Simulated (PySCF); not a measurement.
## Electronic structure of C2H10N2Si (SMILES CC[SiH](N)N) in real space

Input

```
{"job": {"kind": "sp", "xc": "wB97X", "basis": "def2-TZVP", "d3": "d3bj", "grid": 2}, "charge": 0, "multiplicity": 1}
C     -1.860063    -0.189702    -0.034063
C     -0.744314    -0.125144     1.005879
Si     0.976434     0.136152     0.290363
N      1.196013     1.518553    -0.728675
N      1.294503    -1.254947    -0.694480
H     -1.918541     0.744520    -0.612571
H     -2.843906    -0.348245     0.431384
H     -1.695778    -1.005765    -0.752365
H     -0.727067    -1.048851     1.610897
H     -0.933665     0.691511     1.722245
H      1.928340     0.376209     1.426041
H      1.536863     2.397631    -0.368422
H      0.715659     1.624213    -1.611135
H      0.938209    -2.168652    -0.451628
H      2.128765    -1.317016    -1.260811
```

Launched as:

```sh
OMP_NUM_THREADS=1 python redox_run.py task.json out
```

Geometry: PBE0-D3(BJ)/def2-SVPD.

Level of theory: PySCF 2.14.0, density-fitted response routines, DFT single point, gas phase, functional wB97X.

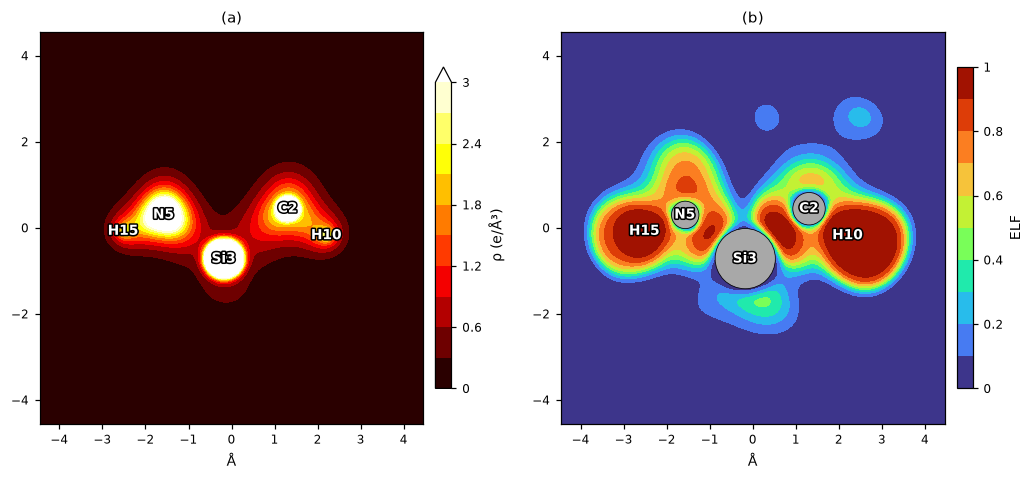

Figure 1. (a) electron density; (b) ELF on the plane of atoms Si3, C2 and H10. Grey discs cover the atomic cores in the ELF map.

### Interpret the plot.

- The plane passes through C, Si, N and H nuclei.
- Si–N (1.73 Å): ρ at the midpoint is about 1.1 e/Å³; the ELF peaks at about 0.90 between the atoms (a shared but strongly polarised pair).
- C–Si (1.88 Å): ρ at the midpoint is about 0.99 e/Å³; the ELF peaks at about 0.95 between the atoms; a shared electron pair.
- N–H (1.01 Å): ρ at the midpoint is about 2.8 e/Å³; the ELF climbs to about 1 towards the hydrogen, as it does in any bond to H; a covalent bond by its length.
- C–H (1.10 Å): ρ is about 1.9 e/Å³ halfway; the ELF climbs to about 1 towards the hydrogen: an ordinary covalent bond to hydrogen.

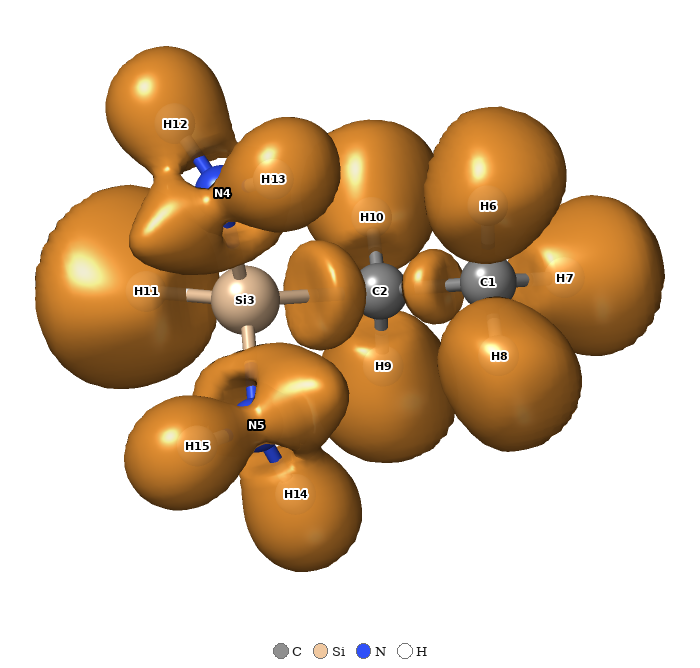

Figure 2. Isosurface of the electron localisation function at 0.8 (orange), seen at a tilt. Only the valence region is drawn (cores and ρ < 0.01 e/Å³ removed).

### What do the ELF domains correspond to?

The surface consists of one region between bonded C–C atoms (shared pairs), one region between bonded C–Si atoms (shared pairs), six regions around hydrogen nuclei and two joined regions spread over several atoms (H, N), in which their bonds and any lone pairs are merged. Profiles from the grid: C–C (1.53 Å): the ELF peaks at about 0.95 between the atoms: a covalent bond.

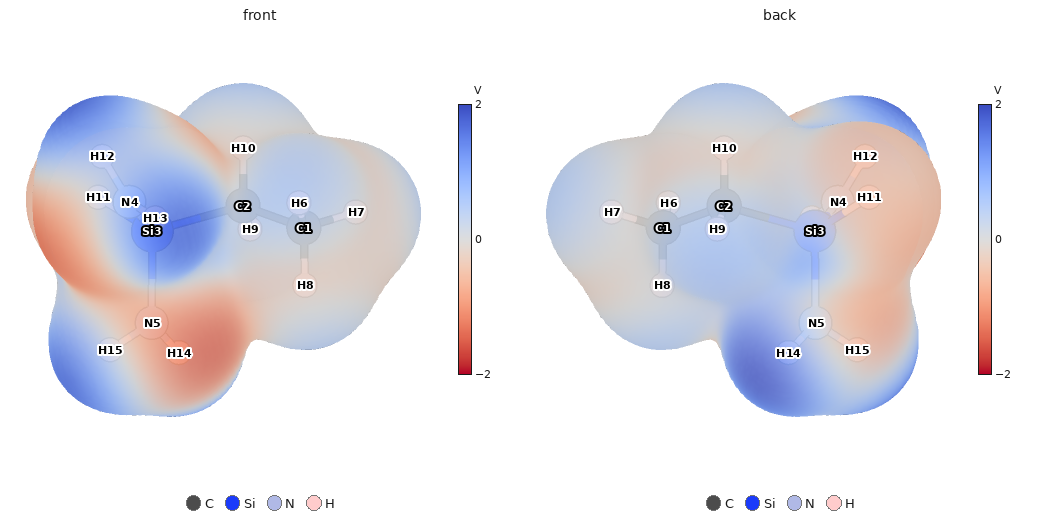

Figure 3. The molecular electrostatic potential painted on the density surface at 0.002 e/bohr³, seen from the front and from behind; the colour scale runs from red (negative) to blue (positive).

### Where is the surface potential most negative and most positive?

The most negative region (about −1.2 V) lies over N4 and N5, the most positive (about +1.6 V) over H12, H13 and H14.
